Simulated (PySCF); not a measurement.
**UB3LYP/6-31G(d) (spherical functions) run of BH2 (boron dihydride)**

Aim: the vertical doublet–quartet gap of BH2 (boron dihydride) at UB3LYP/6-31G* (spherical functions), from 2 runs. The job is set up through a Python script.

The results are computed with PySCF 2.14.0.

2 further runs of the same task are left out: 2 set aside as unsound or not needed.

## Step 1: The structure to begin with

The species is BH2 (3 atoms), meant as a doublet with charge 0. SMILES: `[BH2]`. Geometry: relaxed at GFN2-xTB.

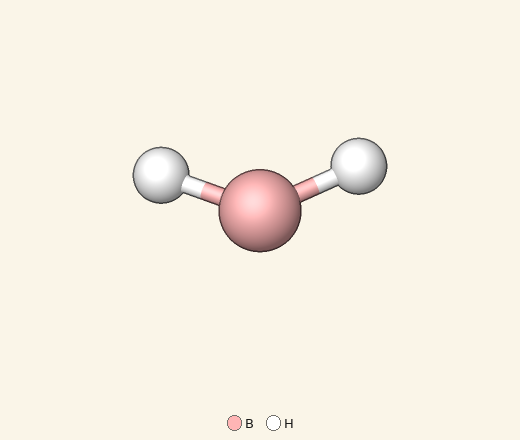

Viewed from a chosen angle; boron pink, hydrogen white.

## Step 2: The energy at UB3LYP/6-31G(d) (spherical functions)

run.py reads:

```python
# [BH2]
from pyscf import gto, dft

mol = gto.Mole()
mol.atom = [
    ('B', (0.262840, -0.166230, 0.128640)),
    ('H', (0.280020, 0.985320, 0.260980)),
    ('H', (-0.542860, -0.819090, -0.389630)),
]
mol.spin = 1
mol.basis = '6-31g*'
mol.verbose = 4
mol.max_memory = 1860
mol.build()

ks = dft.UKS(mol)
ks.xc = 'b3lyp'
ks.conv_tol = 1e-10
ks.grids.level = 5
ks.kernel()
if not ks.converged:
    ks = ks.newton().run(ks.mo_coeff, ks.mo_occ)

e_final = ks.e_tot
print('E = %.10f Eh' % e_final)
```

On the command line:

```console
$ OMP_NUM_THREADS=1 python run.py
```

What it wrote:

```text
PySCF version 2.14.0

[INPUT] num. atoms = 3
[INPUT] num. electrons = 7
[INPUT] charge = 0
[INPUT] spin (= nelec alpha-beta = 2S) = 1
[INPUT] symmetry False subgroup None
[INPUT] Mole.unit = angstrom
[INPUT] Symbol           X                Y                Z      unit          X                Y                Z       unit  Magmom
[INPUT]  1 B      0.262840000000  -0.166230000000   0.128640000000 AA    0.496695614581  -0.314129173686   0.243094368664 Bohr   0.0
[INPUT]  2 H      0.280020000000   0.985320000000   0.260980000000 AA    0.529161109401   1.861984945056   0.493180723989 Bohr   0.0
[INPUT]  3 H     -0.542860000000  -0.819090000000  -0.389630000000 AA   -1.025856723981  -1.547855771370  -0.736293989914 Bohr   0.0

nuclear repulsion = 4.81824384906663
number of shells = 10
number of NR pGTOs = 35
number of NR cGTOs = 18
basis = 6-31g*
ecp = {}

[... 34 lines left out ...]
WARN: HOMO -0.151419166015386 >= LUMO -0.151419166015387
[... 34 lines left out ...]
converged SCF energy = -25.9331033339213  <S^2> = 0.75089683  2S+1 = 2.0008966
E = -25.9331033339 Eh
```

Run time: 1.7 s. Hardware: 1 thread of Arm Neoverse V2, shared host; peak memory 0.18 GiB.

## Step 3: The quartet at the same level

run.py reads:

```python
from pyscf import gto, dft

mol = gto.M(
    atom='''
B      0.496696    -0.314129     0.243094
H      0.529161     1.861985     0.493181
H     -1.025857    -1.547856    -0.736294
''',
    spin=3,
    unit='bohr',
    max_memory=1860,
    verbose=3,
    basis='6-31g*',
)

myscf = dft.UKS(mol, xc='b3lyp')
myscf.conv_tol = 1e-10
myscf.grids.level = 5
myscf.kernel()
if not myscf.converged:
    myscf = myscf.newton().run(myscf.mo_coeff, myscf.mo_occ)

e_final = myscf.e_tot
print('E(%s) = %.9f' % ('B3LYP', e_final))
```

On the command line:

```console
$ OMP_NUM_THREADS=1 python run.py
```

What it wrote:

```text
WARN: HOMO -0.11246524133462 >= LUMO -0.397494674073467

WARN: HOMO -0.160692481197126 >= LUMO -0.308639684628373

WARN: HOMO -0.174713190273526 >= LUMO -0.305745676014288

WARN: HOMO -0.169950356857036 >= LUMO -0.299325332955756

WARN: HOMO -0.170966474124882 >= LUMO -0.300384798910047

WARN: HOMO -0.17095213953303 >= LUMO -0.300319368701172

WARN: HOMO -0.170951883313958 >= LUMO -0.300311433902709

WARN: HOMO -0.170952222665959 >= LUMO -0.300311293962445

WARN: HOMO -0.1709525009101 >= LUMO -0.300311223498485

WARN: HOMO -0.170952346439028 >= LUMO -0.300311081386417

converged SCF energy = -25.7237010603222  <S^2> = 3.7516247  2S+1 = 4.0008123
E(B3LYP) = -25.723701060
```

Run time: 1.9 s. Hardware: 1 thread of Arm Neoverse V2, shared host; peak memory 0.18 GiB.

## Step 4: Results

Level: UB3LYP/6-31G* (spherical functions).

| quantity | value |
| --- | --- |
| doublet: total energy | -25.93310 Eh |
| doublet: dipole moment | 0.39 D |
| doublet: HOMO energy (highest over α and β) | -5.57 eV |
| doublet: LUMO energy (lowest over α and β) | -2.02 eV |
| doublet: ⟨S²⟩ | 0.751 |
| quartet: total energy | -25.72370 Eh |
| quartet: dipole moment | 1.40 D |
| quartet: HOMO energy (highest over α and β) | -4.65 eV |
| quartet: ⟨S²⟩ | 3.752 |
| vertical energy of the quartet above the doublet | 5.698 eV |

**Reading.** At this shape the quartet lies 5.70 eV (550 kJ/mol) above the doublet.
